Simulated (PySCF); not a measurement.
C₆H₁₅AlOSi (SMILES CC(C)(C)/C(=[CH]/[AlH2])O[SiH3])

```csv
atom,x (Å),y (Å),z (Å)
C,-1.7906,0.2370,1.2804
C,-1.2415,-0.1812,-0.0909
C,-1.7705,-1.5718,-0.4405
C,-1.7055,0.8194,-1.1587
C,0.2814,-0.1300,-0.0272
C,1.1460,-1.1338,-0.2430
Al,3.1069,-0.9635,-0.3468
O,0.7000,1.1248,0.2946
Si,2.1380,1.7198,0.7018
H,-2.8783,0.2449,1.2605
H,-1.4626,-0.4609,2.0485
H,-1.4394,1.2314,1.5435
H,-2.8577,-1.5451,-0.4763
H,-1.4745,-2.3022,0.3092
H,-1.4080,-1.8944,-1.4138
H,-1.3470,1.8183,-0.9243
H,-2.7922,0.8400,-1.2051
H,-1.3213,0.5340,-2.1359
H,0.6705,-2.0813,-0.5013
H,3.8101,-0.9321,-1.7346
H,4.0616,-1.0659,0.8770
H,1.8003,3.1342,0.7257
H,3.1742,1.4043,-0.3175
H,2.5882,1.1741,1.9824
```

Geometry: GFN2-xTB.

Level of theory: PySCF, PBE0/pcSseg-1, SCF density, gas phase, non-relativistic.

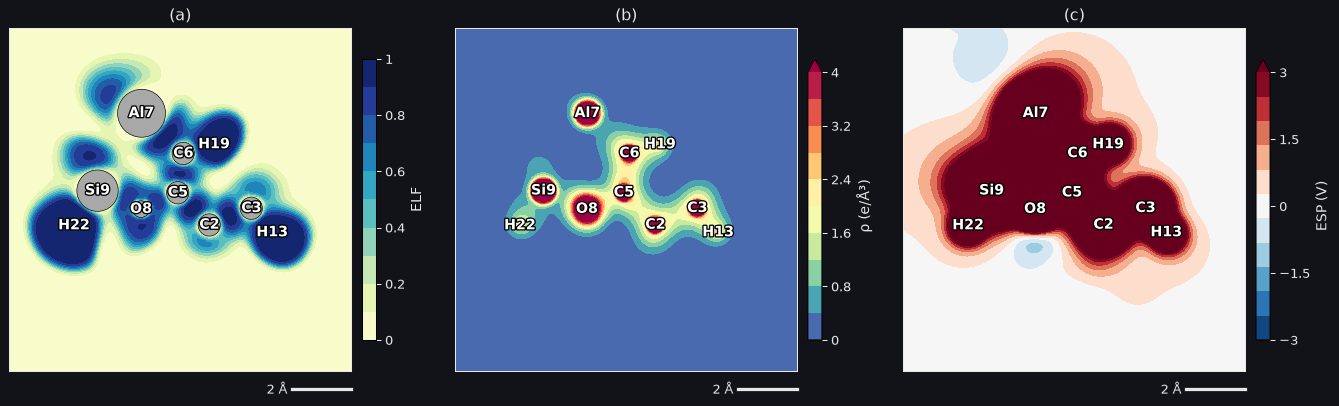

Figure 1. (a) ELF; (b) total electron density; (c) molecular electrostatic potential on the plane of atoms C5, C6 and H19. Grey discs cover the atomic cores in the ELF map.

### Interpret the plot.

Atoms in the plane: C, Al, O, Si and H. C–C (1.34 Å): ρ is about 2.2 e/Å³ halfway; the ELF peaks at about 0.90 between the atoms (a multiple bond). C–O (1.36 Å): the density is about 2.2 e/Å³ at the midpoint, with its minimum of 1.9 e/Å³ about 0.5 Å from C; the ELF peaks at about 0.90 between the atoms (a polar covalent bond). Si–O (1.61 Å): ρ is about 1.2 e/Å³ halfway; the ELF peaks at about 0.85 between the atoms (a polar covalent bond). C–Al (1.97 Å): ρ at the midpoint is about 0.68 e/Å³; the ELF peaks at about 0.95 between the atoms; a shared but strongly polarised pair. C–H (1.09 Å): ρ at the midpoint is about 2 e/Å³; the ELF climbs to about 1 towards the hydrogen, as it does in any bond to H: an ordinary covalent bond to hydrogen. The ELF also peaks beside O8, away from the bonds: lone-pair regions. Outside the dense part of the molecule the potential is most negative (−1.0 V) near O8.

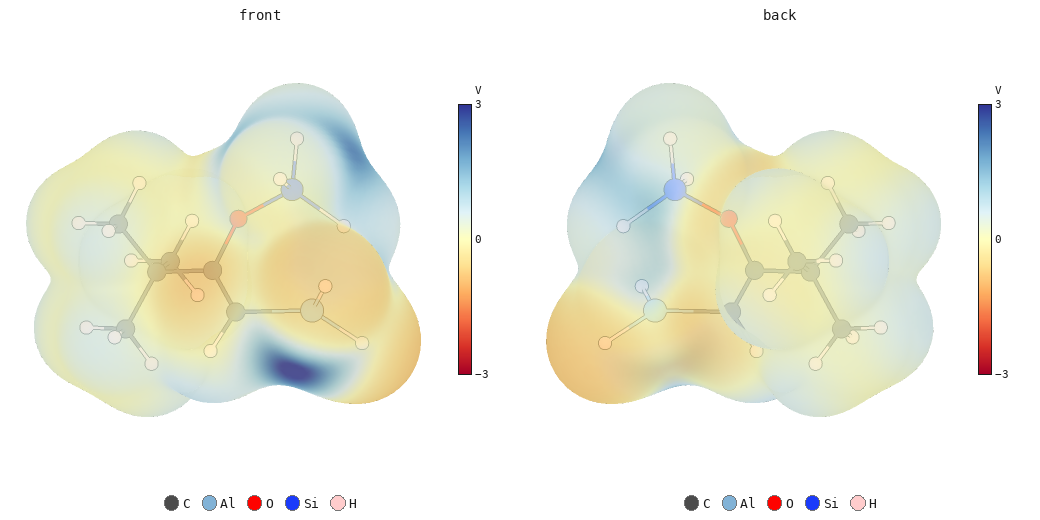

Figure 2. The electrostatic potential painted on the density surface at 0.002 e/bohr³, seen from the front and from behind; the colour scale runs from red (negative) to blue (positive).

### Describe the electrostatic potential map.

The most negative region (about −0.8 V, or −18 kcal/mol for a unit charge) lies over C6 and H20, the most positive (about +2.8 V, or +65 kcal/mol for a unit charge) over Al7.
